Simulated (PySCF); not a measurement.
# C2H9BSSi: geometry relaxation (part 1 of 2)

- system: C2H9BSSi
- method: PBE0-D3(BJ)/def2-SVP geometry optimisation, gas phase (PySCF 2.14.0)

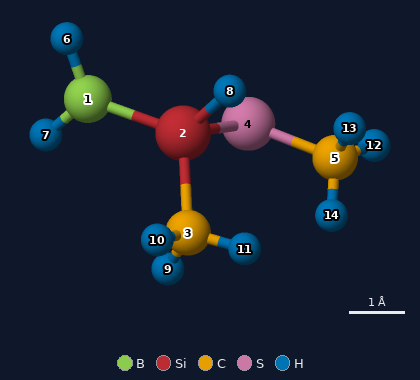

Figure 1. The input geometry (ball-and-stick view, seen at a tilt; atoms are numbered from 1 in the order of the input).

### Input file
```
{"job": {"xc": "PBE0", "basis": "def2-SVP", "d3": "d3bj", "grid": 1, "shake": 0.01, "kind": "geom"}, "charge": 0, "multiplicity": 1}
B     -2.081310     1.542990     0.204350
Si    -0.584040     0.465160     0.710840
C     -0.846080    -1.426490     0.580830
S      1.020020     1.033510    -0.714900
C      2.349590    -0.037810    -0.160510
H     -2.381300     2.545300     0.784400
H     -2.760810     1.291160    -0.718020
H      0.112900     0.685430     2.005240
H     -1.109780    -1.712630    -0.399470
H     -1.617910    -1.754770     1.270280
H      0.064610    -1.977250     0.862380
H      3.247530     0.300210    -0.669240
H      2.460430     0.091350     0.911210
H      2.119000    -1.061240    -0.395110
```

The first line tells a small driver script what to run in PySCF; the rest is the geometry in Å.

Machine: 1 CPU thread, shared host.

Command:
```bash
OMP_NUM_THREADS=1 python <driver script> task.json out
```

### What the program printed
```
step   0  E = -793.45894463  max force = 0.043512
step   1  E = -793.46840204  max force = 0.010335
step   2  E = -793.46909275  max force = 0.003120
step   3  E = -793.46935103  max force = 0.001239
step   4  E = -793.46961558  max force = 0.002544
step   5  E = -793.47007145  max force = 0.003657
step   6  E = -793.47032377  max force = 0.002590
step   7  E = -793.47055857  max force = 0.001844
step   8  E = -793.47073084  max force = 0.002732
step   9  E = -793.47121248  max force = 0.005584
step  10  E = -793.47169415  max force = 0.003394
step  11  E = -793.47355929  max force = 0.009155
step  12  E = -793.47516028  max force = 0.015252
step  13  E = -793.47674296  max force = 0.020860
step  14  E = -793.48309237  max force = 0.014294
step  15  E = -793.48751303  max force = 0.010093
step  16  E = -793.48526218  max force = 0.021232
step  17  E = -793.48853233  max force = 0.009726
step  18  E = -793.48965761  max force = 0.005319
step  19  E = -793.49031549  max force = 0.002079
step  20  E = -793.49063834  max force = 0.001663
step  21  E = -793.49070898  max force = 0.001228
step  22  E = -793.49079949  max force = 0.000933
step  23  E = -793.49084505  max force = 0.000819
step  24  E = -793.49088596  max force = 0.000563
step  25  E = -793.49090856  max force = 0.000334
step  26  E = -793.49091711  max force = 0.000279
optimisation converged
```

### Trajectory as extended XYZ (Å, eV, eV/Å), 27 frames, from step=0 to step=26
```
14
Properties=species:S:1:pos:R:3:forces:R:3 step=0 energy=-21591.11763
B    -2.0813    1.5430    0.2044   -0.7535   1.0994   0.2316
Si   -0.5840    0.4652    0.7108    2.2375  -1.6704  -0.2674
C    -0.8461   -1.4265    0.5808    0.7280   0.8938   1.3381
S     1.0200    1.0335   -0.7149   -1.0800   0.4642  -0.2654
C     2.3496   -0.0378   -0.1605   -0.3632   0.5227   0.3135
H    -2.3813    2.5453    0.7844   -0.0207   0.2430   0.1986
H    -2.7608    1.2912   -0.7180   -0.4143  -0.3354  -0.7509
H     0.1129    0.6854    2.0052   -0.2150   0.1724   0.3859
H    -1.1098   -1.7126   -0.3995   -0.5112  -0.4149  -1.6353
H    -1.6179   -1.7548    1.2703   -0.4812  -0.1526   0.3171
H     0.0646   -1.9772    0.8624    0.0949   0.1460   0.0008
H     3.2475    0.3002   -0.6692    0.3889  -0.0086  -0.1873
H     2.4604    0.0914    0.9112    0.3201  -0.1121   0.5111
H     2.1190   -1.0612   -0.3951    0.0699  -0.8476  -0.1904
14
Properties=species:S:1:pos:R:3:forces:R:3 step=1 energy=-21591.37498
B    -1.9320    1.7386    0.2520    0.1420  -0.0664  -0.0422
Si   -0.4041    0.5004    0.7179   -0.5314  -0.0384  -0.0636
C    -0.9787   -1.2986    0.7357    0.0379  -0.1744  -0.3022
S     0.9750    0.8071   -0.9046    0.0900  -0.0135   0.1419
C     2.3173   -0.2749   -0.3051    0.0850  -0.0534  -0.1643
H    -2.1802    2.7510    0.8521   -0.0431   0.0964   0.0908
H    -2.6267    1.4699   -0.6988   -0.0266  -0.0063  -0.0418
H     0.2461    0.8043    2.0339    0.1246   0.0155  -0.0469
H    -1.2982   -1.6047   -0.2833    0.0653   0.1447   0.3071
H    -1.8080   -1.4890    1.4337   -0.0305   0.0915   0.0360
H    -0.1469   -1.9530    1.0355    0.0459  -0.0643   0.0091
H     3.2274    0.0148   -0.8492    0.0037  -0.0463   0.0228
H     2.4926   -0.1368    0.7703    0.0245   0.0179   0.0290
H     2.0984   -1.3346   -0.5129    0.0126   0.0970   0.0243
14
Properties=species:S:1:pos:R:3:forces:R:3 step=2 energy=-21591.39378
B    -1.9365    1.7438    0.2472    0.0456   0.0120  -0.0247
Si   -0.4305    0.4821    0.7117   -0.1604  -0.0618  -0.0094
C    -1.0052   -1.3149    0.7414    0.0676  -0.0813  -0.0369
S     0.9788    0.7945   -0.8910    0.0855  -0.0162   0.0420
C     2.3516   -0.2629   -0.3104   -0.0173   0.0287  -0.0151
H    -2.1752    2.7563    0.8620   -0.0039  -0.0173   0.0154
H    -2.6351    1.4910   -0.7075    0.0038   0.0168  -0.0079
H     0.2452    0.7868    2.0156    0.0442   0.0090  -0.0136
H    -1.3395   -1.6132   -0.2654   -0.0168   0.0284   0.0499
H    -1.8323   -1.4798    1.4498   -0.0059   0.0396   0.0154
H    -0.1783   -1.9808    1.0376   -0.0161   0.0187  -0.0106
H     3.2501    0.0291   -0.8711   -0.0176   0.0072  -0.0195
H     2.5464   -0.1132    0.7612    0.0015   0.0123   0.0035
H     2.1426   -1.3244   -0.5040   -0.0101   0.0040   0.0114
14
Properties=species:S:1:pos:R:3:forces:R:3 step=3 energy=-21591.40081
B    -1.9253    1.7459    0.2408    0.0095   0.0138   0.0014
Si   -0.4458    0.4546    0.6993    0.0214  -0.0524   0.0086
C    -1.0335   -1.3364    0.7425    0.0317   0.0124   0.0637
S     0.9740    0.7707   -0.8966   -0.0013   0.0103  -0.0272
C     2.3718   -0.2414   -0.3055   -0.0175   0.0473   0.0396
H    -2.1408    2.7515    0.8767   -0.0073  -0.0237  -0.0133
H    -2.6292    1.5231   -0.7181    0.0199   0.0267   0.0000
H     0.2570    0.7568    1.9907   -0.0083   0.0006   0.0024
H    -1.3953   -1.6295   -0.2524   -0.0433  -0.0259  -0.0557
H    -1.8508   -1.4746    1.4685    0.0087  -0.0003   0.0073
H    -0.2124   -2.0131    1.0278   -0.0107   0.0170  -0.0097
H     3.2521    0.0472   -0.8956   -0.0051  -0.0033  -0.0164
H     2.5836   -0.0487    0.7564    0.0032   0.0012  -0.0101
H     2.1767   -1.3115   -0.4573   -0.0008  -0.0237   0.0093
14
Properties=species:S:1:pos:R:3:forces:R:3 step=4 energy=-21591.40801
B    -1.8992    1.7487    0.2369   -0.0084   0.0094   0.0113
Si   -0.4613    0.4097    0.6813    0.1308  -0.0303   0.0282
C    -1.0789   -1.3695    0.7418   -0.0163   0.0861   0.0847
S     0.9573    0.7249   -0.9190   -0.0732   0.0103  -0.0667
C     2.3955   -0.2021   -0.2954    0.0019   0.0486   0.0591
H    -2.0863    2.7457    0.8949   -0.0045  -0.0197  -0.0159
H    -2.6009    1.5748   -0.7332    0.0230   0.0215  -0.0094
H     0.2752    0.7014    1.9570   -0.0397  -0.0065   0.0141
H    -1.4859   -1.6553   -0.2365   -0.0402  -0.0485  -0.0824
H    -1.8752   -1.4755    1.4966    0.0161  -0.0326   0.0038
H    -0.2662   -2.0637    1.0048    0.0026   0.0035  -0.0104
H     3.2485    0.0654   -0.9335    0.0054  -0.0112  -0.0103
H     2.6312    0.0759    0.7423    0.0003  -0.0033  -0.0130
H     2.2283   -1.2856   -0.3608    0.0022  -0.0275   0.0069
14
Properties=species:S:1:pos:R:3:forces:R:3 step=5 energy=-21591.42041
B    -1.8210    1.7470    0.2281   -0.0061   0.0040   0.0210
Si   -0.4892    0.3011    0.6473    0.1880   0.0088   0.0593
C    -1.1865   -1.4445    0.7427   -0.0637   0.1501   0.0821
S     0.9106    0.5994   -0.9768   -0.1528   0.0002  -0.1014
C     2.4351   -0.0974   -0.2747    0.0445   0.0265   0.0519
H    -1.9458    2.7224    0.9312   -0.0025   0.0003  -0.0169
H    -2.4969    1.6882   -0.7731    0.0263  -0.0009  -0.0161
H     0.3122    0.5590    1.8914   -0.0665  -0.0113   0.0235
H    -1.6916   -1.7081   -0.1952   -0.0208  -0.0559  -0.0815
H    -1.9259   -1.4924    1.5598    0.0191  -0.0658  -0.0042
H    -0.3972   -2.1814    0.9491    0.0190  -0.0210  -0.0153
H     3.2316    0.0869   -1.0084    0.0172  -0.0084   0.0051
H     2.7015    0.3950    0.6717   -0.0026  -0.0107  -0.0131
H     2.3452   -1.1807   -0.1158    0.0008  -0.0158   0.0056
14
Properties=species:S:1:pos:R:3:forces:R:3 step=6 energy=-21591.42727
B    -1.7541    1.7421    0.2244    0.0051   0.0074   0.0048
Si   -0.5025    0.2303    0.6406    0.1084   0.0233   0.0813
C    -1.2558   -1.4900    0.7491   -0.0604   0.1149   0.0446
S     0.8737    0.5079   -1.0089   -0.1332  -0.0050  -0.0788
C     2.4467   -0.0231   -0.2692    0.0571   0.0002   0.0271
H    -1.8492    2.7112    0.9405    0.0134   0.0091  -0.0086
H    -2.3914    1.7465   -0.8031    0.0123  -0.0258  -0.0168
H     0.3284    0.4602    1.8700   -0.0459  -0.0126   0.0162
H    -1.8138   -1.7334   -0.1656    0.0026  -0.0311  -0.0456
H    -1.9573   -1.5191    1.5999    0.0126  -0.0548  -0.0087
H    -0.4836   -2.2550    0.9149    0.0203  -0.0216  -0.0178
H     3.2145    0.0912   -1.0467    0.0138   0.0029   0.0096
H     2.7146    0.6034    0.5932   -0.0028  -0.0048  -0.0061
H     2.4118   -1.0776    0.0381   -0.0034  -0.0021  -0.0014
14
Properties=species:S:1:pos:R:3:forces:R:3 step=7 energy=-21591.43367
B    -1.6720    1.7326    0.2221    0.0219   0.0198  -0.0292
Si   -0.5124    0.1615    0.6579   -0.0553   0.0217   0.0948
C    -1.3238   -1.5312    0.7648   -0.0271   0.0069  -0.0254
S     0.8254    0.4103   -1.0287   -0.0162   0.0022  -0.0180
C     2.4446    0.0557   -0.2750    0.0292  -0.0225  -0.0009
H    -1.7366    2.7123    0.9270    0.0344   0.0160  -0.0044
H    -2.2575    1.7728   -0.8354   -0.0211  -0.0485  -0.0008
H     0.3377    0.3600    1.8778    0.0047  -0.0157  -0.0015
H    -1.9192   -1.7473   -0.1356    0.0306   0.0140   0.0125
H    -1.9941   -1.5647    1.6397    0.0008  -0.0146  -0.0073
H    -0.5685   -2.3224    0.8850    0.0104  -0.0066  -0.0135
H     3.1892    0.1047   -1.0816   -0.0019   0.0129   0.0040
H     2.6982    0.8004    0.4917   -0.0027   0.0055   0.0029
H     2.4712   -0.9501    0.1674   -0.0076   0.0088  -0.0131
14
Properties=species:S:1:pos:R:3:forces:R:3 step=8 energy=-21591.43835
B    -1.6573    1.7334    0.2246    0.0256   0.0194  -0.0407
Si   -0.5113    0.1612    0.6827   -0.1405   0.0067   0.0772
C    -1.3272   -1.5304    0.7710    0.0119  -0.0629  -0.0586
S     0.8056    0.4033   -1.0215    0.0524   0.0035   0.0254
C     2.4363    0.0609   -0.2807    0.0015  -0.0026  -0.0206
H    -1.7098    2.7361    0.8973    0.0382   0.0094  -0.0045
H    -2.2438    1.7427   -0.8335   -0.0280  -0.0353   0.0068
H     0.3358    0.3544    1.9045    0.0329  -0.0155  -0.0135
H    -1.9112   -1.7373   -0.1402    0.0313   0.0360   0.0410
H    -2.0037   -1.5887    1.6390   -0.0060   0.0141   0.0008
H    -0.5686   -2.3212    0.8802   -0.0005   0.0063  -0.0058
H     3.1766    0.1245   -1.0903   -0.0105   0.0082  -0.0016
H     2.6857    0.8032    0.4894   -0.0018   0.0059   0.0068
H     2.4749   -0.9475    0.1546   -0.0064   0.0069  -0.0130
14
Properties=species:S:1:pos:R:3:forces:R:3 step=9 energy=-21591.45146
B    -1.5612    1.7195    0.2188    0.0722  -0.0185  -0.0758
Si   -0.5244    0.1023    0.7432   -0.2871   0.0121   0.0958
C    -1.3873   -1.5650    0.7985    0.1028  -0.1744  -0.1187
S     0.7426    0.3254   -1.0056    0.1556   0.0332   0.0538
C     2.4156    0.1396   -0.2956   -0.0585   0.0205  -0.0364
H    -1.5241    2.7710    0.8133    0.0566   0.0096  -0.0218
H    -2.1439    1.6871   -0.8422   -0.0602  -0.0139   0.0432
H     0.3468    0.2624    1.9508    0.0639  -0.0254  -0.0240
H    -1.9754   -1.7264   -0.1198    0.0064   0.0537   0.0653
H    -2.0574   -1.6589    1.6673   -0.0118   0.0659   0.0101
H    -0.6404   -2.3740    0.8594   -0.0216   0.0231   0.0174
H     3.1291    0.2026   -1.1288   -0.0184   0.0077  -0.0098
H     2.6320    0.9440    0.4198    0.0025   0.0019   0.0102
H     2.5301   -0.8351    0.1983   -0.0024   0.0045  -0.0094
14
Properties=species:S:1:pos:R:3:forces:R:3 step=10 energy=-21591.46457
B    -1.5456    1.7134    0.2119    0.0686  -0.0307  -0.0514
Si   -0.5340    0.0853    0.7414   -0.1745   0.0032   0.1206
C    -1.3978   -1.5810    0.8011    0.0969  -0.0848  -0.0606
S     0.7414    0.3242   -1.0018    0.0411   0.0265  -0.0130
C     2.4136    0.1604   -0.2939   -0.0282   0.0391  -0.0093
H    -1.4570    2.7694    0.7929    0.0542   0.0133  -0.0351
H    -2.1651    1.6815   -0.8277   -0.0401  -0.0044   0.0316
H     0.3583    0.2411    1.9353    0.0186  -0.0286  -0.0071
H    -1.9946   -1.7351   -0.1104   -0.0196   0.0184   0.0099
H    -2.0645   -1.6578    1.6746   -0.0059   0.0377   0.0041
H    -0.6577   -2.3948    0.8635   -0.0139   0.0087   0.0124
H     3.1227    0.2422   -1.1289   -0.0023   0.0083  -0.0033
H     2.6183    0.9623    0.4282    0.0053  -0.0060   0.0046
H     2.5440   -0.8165    0.1910   -0.0002  -0.0005  -0.0035
14
Properties=species:S:1:pos:R:3:forces:R:3 step=11 energy=-21591.51532
B    -1.3878    1.6519    0.1716    0.2253  -0.0436  -0.0877
Si   -0.5837   -0.0499    0.7485    0.2906  -0.0160   0.3661
C    -1.4832   -1.6923    0.8336    0.0029   0.3281   0.0668
S     0.6994    0.2788   -0.9906   -0.4708  -0.0631  -0.3579
C     2.3659    0.3375   -0.2929    0.1122   0.1400   0.1076
H    -0.9432    2.6897    0.6013   -0.0313   0.0109   0.0154
H    -2.1973    1.6769   -0.7256    0.0275   0.0139  -0.0527
H     0.4218    0.0572    1.8586   -0.1498  -0.0586   0.0882
H    -2.1352   -1.8001   -0.0394   -0.0840  -0.1267  -0.1452
H    -2.1227   -1.6646    1.7317    0.0113  -0.1058  -0.0023
H    -0.7972   -2.5456    0.9032    0.0268  -0.0601  -0.0135
H     3.0412    0.5332   -1.1367    0.0478   0.0176   0.0208
H     2.4708    1.1443    0.4459   -0.0011  -0.0164  -0.0161
H     2.6332   -0.6224    0.1679   -0.0074  -0.0203   0.0105
14
Properties=species:S:1:pos:R:3:forces:R:3 step=12 energy=-21591.55888
B    -1.1715    1.5650    0.1225    0.4523  -0.0708  -0.3121
Si   -0.6070   -0.1831    0.7724    0.5825  -0.0198   0.6679
C    -1.5749   -1.7813    0.8809   -0.0450   0.5691   0.0958
S     0.6510    0.1958   -0.9891   -0.7843  -0.2016  -0.6324
C     2.2796    0.5298   -0.3038    0.1548   0.2186   0.1651
H    -0.4518    2.4911    0.4116   -0.1832   0.1118   0.2171
H    -2.0795    1.7134   -0.6603    0.0769  -0.0061  -0.1186
H     0.4738   -0.1489    1.8165   -0.2114  -0.0949   0.1349
H    -2.2661   -1.8467    0.0383   -0.1446  -0.2014  -0.2327
H    -2.1846   -1.6635    1.7937    0.0120  -0.1966   0.0069
H    -0.9508   -2.6767    0.9612    0.0537  -0.0959  -0.0259
H     2.9095    0.8074   -1.1595    0.0686   0.0325   0.0361
H     2.2643    1.3601    0.4168   -0.0269  -0.0151  -0.0208
H     2.6901   -0.3679    0.1760   -0.0055  -0.0299   0.0187
14
Properties=species:S:1:pos:R:3:forces:R:3 step=13 energy=-21591.60195
B    -0.8447    1.4197    0.0412    0.3619   0.0022  -0.8104
Si   -0.5999   -0.3258    0.8197    0.7068  -0.0662   1.0727
C    -1.6742   -1.8481    0.9535   -0.0990   0.6486   0.0154
S     0.6030    0.0721   -0.9919   -0.6996  -0.1186  -0.6405
C     2.1228    0.7616   -0.3354    0.4458  -0.0684   0.1029
H     0.0687    2.1786    0.2663   -0.5508   0.4009   0.4657
H    -1.7542    1.7326   -0.6897    0.0152  -0.0135  -0.0127
H     0.5137   -0.4003    1.8269   -0.1713  -0.1239   0.0912
H    -2.3891   -1.8782    0.1298   -0.1675  -0.2176  -0.2451
H    -2.2562   -1.6376    1.8690    0.0035  -0.2409   0.0173
H    -1.1289   -2.7893    1.0625    0.0723  -0.1064  -0.0308
H     2.6935    1.1074   -1.2076    0.0943   0.0161   0.0323
H     1.9368    1.6135    0.3349   -0.0870  -0.1024  -0.0479
H     2.6905   -0.0117    0.1978    0.0754  -0.0101  -0.0100
14
Properties=species:S:1:pos:R:3:forces:R:3 step=14 energy=-21591.77473
B    -0.8781    1.4756    0.0515    0.0305  -0.2342  -0.7350
Si   -0.5521   -0.2380    0.8992   -0.4801  -0.0266   0.5738
C    -1.6186   -1.7720    0.9512   -0.1454  -0.0741  -0.1711
S     0.5326    0.0821   -0.9993    0.2073   0.4693   0.2849
C     2.1496    0.6482   -0.3863    0.2443  -0.1542  -0.0053
H    -0.2901    2.4474    0.4615    0.1945   0.0097  -0.0843
H    -1.6502    1.6018   -0.8736   -0.3130   0.0225   0.3274
H     0.4126   -0.2997    2.0427    0.1757  -0.0260  -0.1656
H    -2.2697   -1.8679    0.0661    0.0904   0.0443   0.0652
H    -2.2729   -1.6824    1.8354    0.0181  -0.0239  -0.0159
H    -1.0237   -2.6910    1.0601    0.0180   0.0091  -0.0128
H     2.7459    0.9502   -1.2589   -0.0155  -0.0195   0.0135
H     2.0387    1.5101    0.2844   -0.0754  -0.0351  -0.0219
H     2.6580   -0.1698    0.1430    0.0506   0.0385  -0.0529
```
